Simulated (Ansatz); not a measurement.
F$_{3}$H$_{2}$NSi···HF

Input file:

```
crystal:
  periodic: [false, false, false]
  atoms:
    - {symbol: Si, position_ang: [-0.738944, 0.815832, 0.124405]}
    - {symbol: F, position_ang: [0.507038, -2.497852, -0.879567]}
    - {symbol: F, position_ang: [-1.152715, 0.951285, -1.381011]}
    - {symbol: F, position_ang: [-1.810897, 0.001533, 0.926672]}
    - {symbol: F, position_ang: [-0.703543, 2.266852, 0.731827]}
    - {symbol: H, position_ang: [0.561750, -1.632265, -0.509334]}
    - {symbol: N, position_ang: [0.745758, -0.015823, 0.205407]}
    - {symbol: H, position_ang: [1.085818, -0.247821, 1.129964]}
    - {symbol: H, position_ang: [1.505736, 0.358258, -0.348465]}
basis:
  gaussian: {orbitals: def2-TZVPP}
hamiltonian: {xc: pbe0, dispersion: d4}
output: {orbitals: {seedname: orbitals}}
```

Run with:

```sh
ansatz run in.yaml --threads 8 --pin off --events-out ev --progress --plain --max-ram 19148MiB
```

The product side of a reaction path; geometry: PBE0-D4/def2-TZVP; a saddle point, not a minimum.

These are results of RKS PBE0-D4/def2-TZVPP in Ansatz 0.2.0, not measurements.

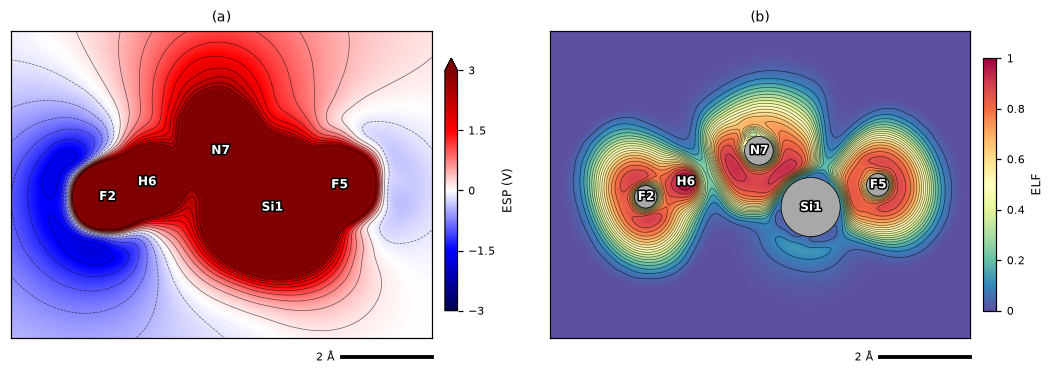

Figure 1. (a) electrostatic potential; (b) electron localisation function on the plane of atoms F5, Si1 and N7. Grey discs cover the atomic cores in the ELF map.

Read the bonding off the picture.

Atoms in the plane: Si, F, H and N.
N7···H6 (1.78 Å): the ELF dips to about 0.25 between them (a closed-shell contact with the geometry of a hydrogen bond).
Si–F (1.57 Å): the ELF peaks at about 0.85 in the valence shell of F, 0.6 Å from its nucleus, and is about 0.45 at the midpoint.
Si–N (1.70 Å): the ELF peaks at about 0.90 between the atoms; a shared but strongly polarised pair.
F–H (0.94 Å): the ELF climbs to about 1 towards the hydrogen, as it does in any bond to H (an ordinary covalent bond to hydrogen).
The ELF also peaks beside F2 and F5, away from the bonds: lone-pair regions.
Outside the dense part of the complex the potential is most negative (−1.8 V) near F2.

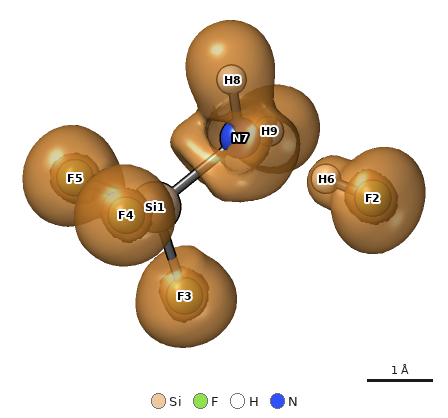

Figure 2. Isosurface of the ELF at 0.75 (orange), seen at a tilt. Only the valence region is drawn (cores and ρ < 0.01 e/Å³ removed).

Where are the electrons localised?

The surface consists of three regions wrapped around F (its lone pairs, merged into a ring or cap), one joined region spread over several atoms (F, H), in which their bonds and any lone pairs are merged and one joined region spread over several atoms (H, N), in which their bonds and any lone pairs are merged.

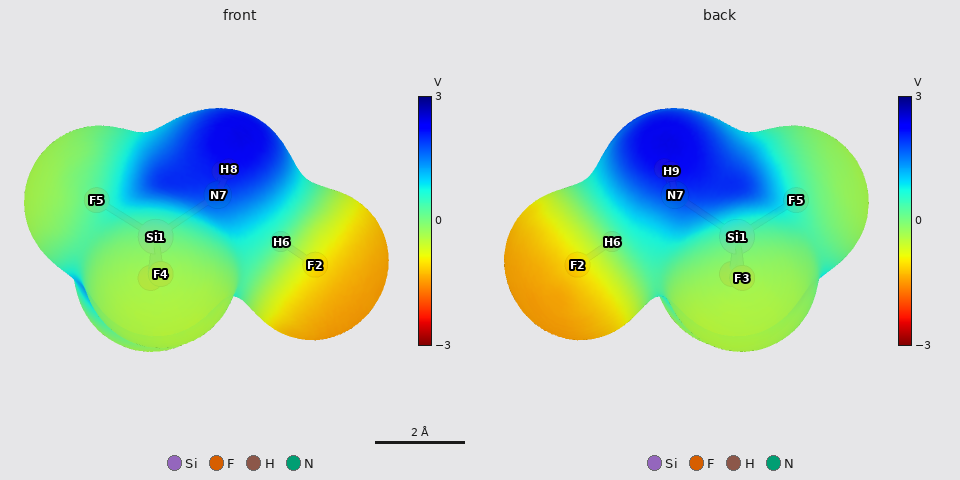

Figure 3. The molecular electrostatic potential painted on the density surface at 0.001 e/bohr³, seen from the front and from behind; the colour scale runs from red (negative) to blue (positive).

Describe the electrostatic potential map.

The most negative region (about −1.5 V) lies over F2, the most positive (about +2.4 V) over H8 and H9.
